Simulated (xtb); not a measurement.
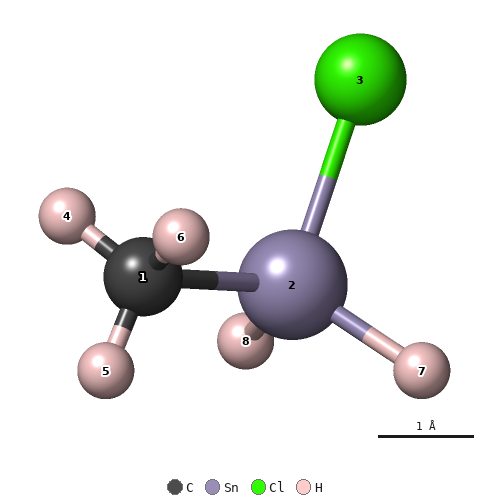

*The input geometry (ball-and-stick view, seen at a tilt; atoms are numbered from 1 in the order of the input). Sticks mark near contacts.*

CH5ClSn: frequency calculation (part 1 of 2)

- system: CH5ClSn, SMILES [CH3][SnH2][Cl]
- method: GFN2-xTB (xtb 6.7.1 later snapshot)

The geometry was optimised with GFN2-xTB.

## Input file (struc.xyz)
```
8
CH5ClSn
C     -0.89767400     0.75928200    -0.22411900
Sn     0.61118400    -0.73396100     0.20362600
Cl     2.65151000     0.26946000    -0.13721300
H     -0.78312400     1.09855700    -1.24786300
H     -1.89164600     0.35043200    -0.09133700
H     -0.76426800     1.60238400     0.44496000
H      0.60579900    -1.30519100     1.80294600
H      0.56031900    -2.09816400    -0.80659900
```

## File xtb.inp
```
$chrg 0
$spin 0
$end
```

Run as:
```bash
xtb struc.xyz --hess --raman -I xtb.inp --ptb > struc.out
```

## The program's output
```
* xtb version 6.7.1
   ID    Z sym.   atoms
    1    6 C      1
    2   50 Sn     2
    3   17 Cl     3
    4    1 H      4-8

           -------------------------------------------------
          |                Calculation Setup                |
           -------------------------------------------------

          program call               : xtb struc.xyz --hess --raman -I xtb.inp --ptb
          coordinate file            : struc.xyz
          omp threads                :                     1

           -------------------------------------------------
          |                 G F N 2 - x T B                 |
           -------------------------------------------------

      * Hamiltonian:
        H0-scaling (s, p, d)           1.850000    2.230000    2.230000
        zeta-weighting                 0.500000
      * Dispersion:
        s8                             2.700000
        a1                             0.520000
        a2                             5.000000
        s9                             5.000000
      * Repulsion:
        kExp                           1.500000    1.000000
        rExp                           1.000000
      * Coulomb:
        alpha                          2.000000
        third order                    shell-resolved
        anisotropic                    true
        a3                             3.000000
        a5                             4.000000
        cn-shift                       1.200000
        cn-exp                         4.000000
        max-rad                        5.000000

          ...................................................
          :                      SETUP                      :
          :.................................................:
          :  # basis functions                  29          :
          :  # atomic orbitals                  27          :
          :  # shells                           13          :
          :  # electrons                        20          :
          :  max. iterations                   250          :
          :  Hamiltonian                  GFN2-xTB          :
          :  restarted?                      false          :
          :  GBSA solvation                  false          :
          :  PC potential                    false          :
          :  electronic temp.          300.0000000     K    :
          :  accuracy                    1.0000000          :
          :  -> integral cutoff          0.2500000E+02      :
          :  -> integral neglect         0.1000000E-07      :
          :  -> SCF convergence          0.1000000E-05 Eh   :
          :  -> wf. convergence          0.1000000E-03 e    :
          :  Broyden damping             0.4000000          :
          :  net charge                          0          :
          :  unpaired electrons                  0          :
          ...................................................

 iter      E             dE          RMSdq      gap      omega  full diag
   1    -11.2149405 -0.112149E+02  0.689E+00    5.36       0.0  T
   2    -11.1901492  0.247913E-01  0.132E+01    5.24       1.0  T
   3    -11.3786615 -0.188512E+00  0.682E+00    5.23       1.0  T
   4    -11.4011224 -0.224610E-01  0.302E+00    5.19       1.0  T
   5    -11.4093021 -0.817968E-02  0.935E-01    5.11       1.0  T
   6    -11.4094013 -0.991904E-04  0.843E-01    5.12       1.0  T
   7    -11.4099061 -0.504833E-03  0.611E-02    5.16       1.0  T
   8    -11.4099103 -0.416465E-05  0.309E-02    5.15       1.1  T
   9    -11.4099109 -0.547970E-06  0.220E-02    5.15       1.6  T
  10    -11.4099112 -0.337255E-06  0.107E-02    5.15       3.3  T
  11    -11.4099113 -0.136930E-06  0.374E-03    5.15       9.5  T
  12    -11.4099114 -0.249044E-07  0.187E-03    5.15      18.9  T
  13    -11.4099114 -0.157974E-08  0.170E-03    5.15      20.9  T
  14    -11.4099114 -0.130857E-08  0.107E-03    5.15      32.9  T
  15    -11.4099114 -0.479366E-09  0.671E-04    5.15      52.7  T
  16    -11.4099114 -0.288896E-09  0.155E-04    5.15     228.7  T

   *** convergence criteria satisfied after 16 iterations ***

         #    Occupation            Energy/Eh            Energy/eV
      -------------------------------------------------------------
         1        2.0000           -1.0424188             -28.3657
       ...           ...                  ...                  ...
         4        2.0000           -0.4984589             -13.5638
         5        2.0000           -0.4975233             -13.5383
         6        2.0000           -0.4535720             -12.3423
         7        2.0000           -0.4506182             -12.2619
         8        2.0000           -0.4444534             -12.0942
         9        2.0000           -0.4207193             -11.4484
        10        2.0000           -0.4177930             -11.3687 (HOMO)
        11                         -0.2285148              -6.2182 (LUMO)
        12                         -0.1403615              -3.8194
        13                         -0.1245001              -3.3878
        14                         -0.1185049              -3.2247
        15                         -0.0464709              -1.2645
       ...                                ...                  ...
        27                          0.6723117              18.2945
      -------------------------------------------------------------
                  HL-Gap            0.1892781 Eh            5.1505 eV
             Fermi-level           -0.3231539 Eh           -8.7935 eV

 SCC (total)                   0 d,  0 h,  0 min,  0.004 sec
 SCC setup                      ...        0 min,  0.000 sec (  1.511%)
 Dispersion                     ...        0 min,  0.000 sec (  0.632%)
 classical contributions        ...        0 min,  0.000 sec (  0.151%)
 integral evaluation            ...        0 min,  0.000 sec ( 12.230%)
 iterations                     ...        0 min,  0.002 sec ( 65.131%)
 molecular gradient             ...        0 min,  0.001 sec ( 18.957%)
 printout                       ...        0 min,  0.000 sec (  1.157%)

         :::::::::::::::::::::::::::::::::::::::::::::::::::::
         ::                     SUMMARY                     ::
         :::::::::::::::::::::::::::::::::::::::::::::::::::::
         :: total energy             -11.344881403085 Eh    ::
         :: gradient norm              0.000051677795 Eh/a0 ::
         :: HOMO-LUMO gap              5.150519565084 eV    ::
         ::.................................................::
         :: SCC energy               -11.409907530048 Eh    ::
         :: -> isotropic ES            0.005534099919 Eh    ::
         :: -> anisotropic ES          0.001538073186 Eh    ::
         :: -> anisotropic XC          0.003907452936 Eh    ::
         :: -> dispersion             -0.004167931426 Eh    ::
         :: repulsion energy           0.065026126963 Eh    ::
         :: add. restraining           0.000000000000 Eh    ::
         :: total charge              -0.000000000000 e     ::
         :::::::::::::::::::::::::::::::::::::::::::::::::::::

           -------------------------------------------------
          |                Numerical Hessian                |
           -------------------------------------------------
step length          :   0.00500
SCC accuracy         :   0.30000
Hessian scale factor :   1.00000
frozen atoms in %    :   0.00000    0
RMS gradient         :   0.00005
estimated CPU  time      0.00 min
Hessian matrix computed using GFN2-xTB.

           -------------------------------------------------
          |                      P T B                      |
           -------------------------------------------------

                              @@@ @

Calculating vibrational intensities using PTB ...
estimated CPU  time      0.01 min
... done.

writing file <hessian>, containing the non-mass-weighted Hessian matrix in atomic units (Eₕ/Bohr²).

 projected vibrational frequencies (cm⁻¹)
eigval :       -0.00    -0.00    -0.00    -0.00    -0.00     0.00
eigval :       77.03   115.17   318.04   319.92   458.00   483.82
eigval :      537.29   680.20   757.35   765.88  1258.74  1436.22
eigval :     1437.39  1486.07  1644.91  3034.80  3040.83  3058.22
           -------------------------------------------------
          |                Property Printout                |
           -------------------------------------------------

    * Orbital Energies and Occupations

         #    Occupation            Energy/Eh            Energy/eV
      -------------------------------------------------------------
         1        2.0000           -1.0424187             -28.3657
         2        2.0000           -0.7855517             -21.3760
         3        2.0000           -0.6011368             -16.3578
         4        2.0000           -0.4984586             -13.5637
         5        2.0000           -0.4975230             -13.5383
         6        2.0000           -0.4535725             -12.3423
         7        2.0000           -0.4506184             -12.2620
         8        2.0000           -0.4444534             -12.0942
         9        2.0000           -0.4207193             -11.4484
        10        2.0000           -0.4177929             -11.3687 (HOMO)
        11                         -0.2285151              -6.2182 (LUMO)
        12                         -0.1403622              -3.8194
        13                         -0.1245007              -3.3878
        14                         -0.1185056              -3.2247
        15                         -0.0464717              -1.2646
        16                         -0.0157821              -0.4295
        17                          0.0350053               0.9525
        18                          0.0350920               0.9549
        19                          0.0379521               1.0327
        20                          0.0422041               1.1484
        21                          0.0579579               1.5771
       ...                                ...                  ...
        27                          0.6723111              18.2945
      -------------------------------------------------------------
                  HL-Gap            0.1892778 Eh            5.1505 eV
             Fermi-level           -0.3231540 Eh           -8.7935 eV

     #   Z          covCN         q      C6AA      α(0)
     1   6          3.653    -0.132    23.383     6.943
     2  50          3.544     0.198   326.178    33.024
     3  17          0.809    -0.221   106.037    15.753
     4   1          0.926     0.057     2.231     2.336
     5   1          0.926     0.050     2.322     2.383
     6   1          0.926     0.057     2.233     2.337
     7   1          0.927    -0.004     3.135     2.769
     8   1          0.927    -0.004     3.136     2.769
```
